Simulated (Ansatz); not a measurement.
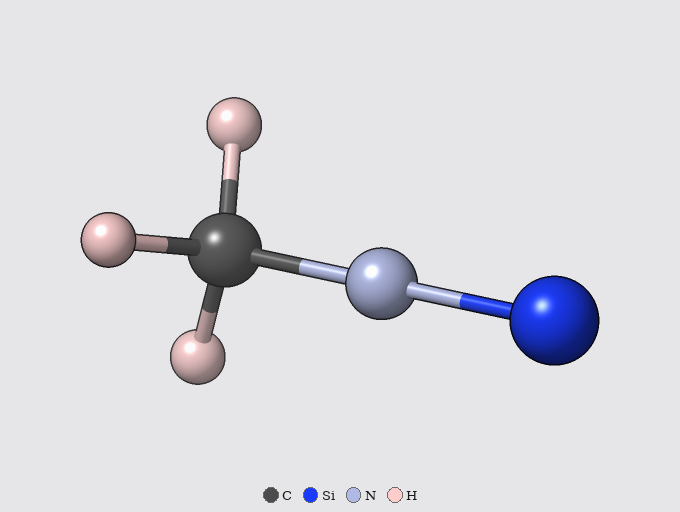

Rendered structure (ball-and-stick style). Every bond is drawn as one stick, whatever its order.

Computed geometry: PBE0-D4/def2-TZVP optimisation. No frequency run is at hand to confirm it as a minimum.

Count the atoms of each element.

Answer. CH₃NSi, 6 atoms: 1 carbon, 3 hydrogen, 1 nitrogen and 1 silicon.

Which point group does it belong to?

Answer. C3v.

How many atoms are distinct by symmetry?

Answer. 4: 1 C, 1 Si, 1 N, 3 H.

Count the bonded pairs by element.

Answer. 3 C–H, 1 N–Si, 1 C–N. Sticks follow a distance rule.

More results for the same structure follow; atom numbers are the same in all pictures, views and colours differ.

Dipole moment

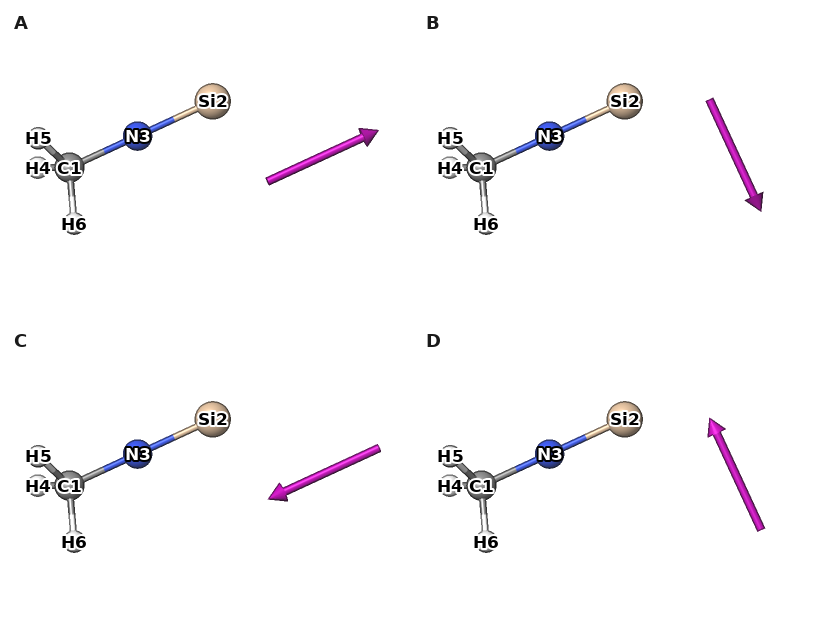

The same molecule four times, each with an arrow. No frequency run is at hand to confirm it as a minimum. Properties computed with RKS PBE0-D4/def2-TZVP (Ansatz 0.2.0).

Which arrow points along the dipole moment, from the negative to the positive end?

Answer. C. The dipole moment is 0.34 D; it points from the side of Si2 to the side of H4, H5, H6 (the outermost atoms at the two ends).

Electronic properties

No frequency run is at hand to confirm it as a minimum. Properties computed with RKS PBE0-D4/def2-TZVPP (Ansatz 0.2.0).

Estimate the HOMO energy (Kohn–Sham orbital).

Answer. −7.36 eV.

What is the HOMO–LUMO gap?

Answer. 6.32 eV.

Charges

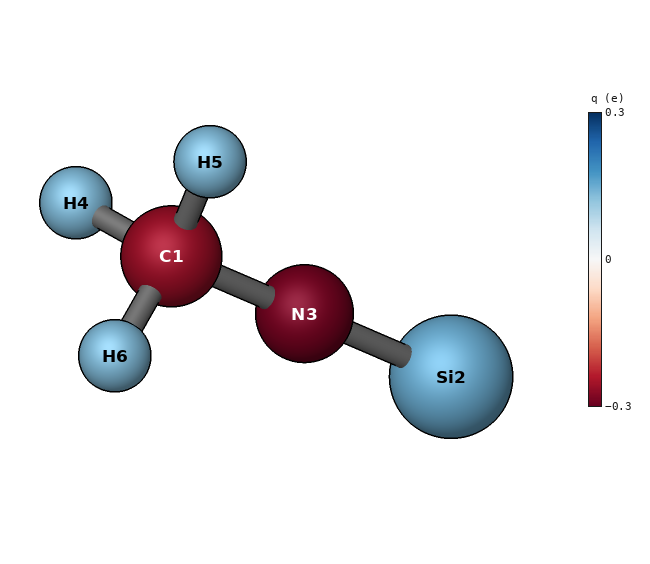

Atoms are coloured by their Mulliken charges. No frequency run is at hand to confirm it as a minimum. Properties computed with RKS PBE0-D4/def2-TZVP (Ansatz 0.2.0).

Which atom carries the highest charge (most positive or least negative)?

Answer. Si2 (0.15 e).

And the lowest?

Answer. N3 (−0.29 e).

List the Mulliken charges.

| atom | value (e) |
| --- | --- |
| C1 | −0.26 |
| Si2 | 0.15 |
| N3 | −0.29 |
| H4 | 0.13 |
| H5 | 0.13 |
| H6 | 0.13 |

Mulliken values depend strongly on the basis set and can even reverse the polarity of a bond.
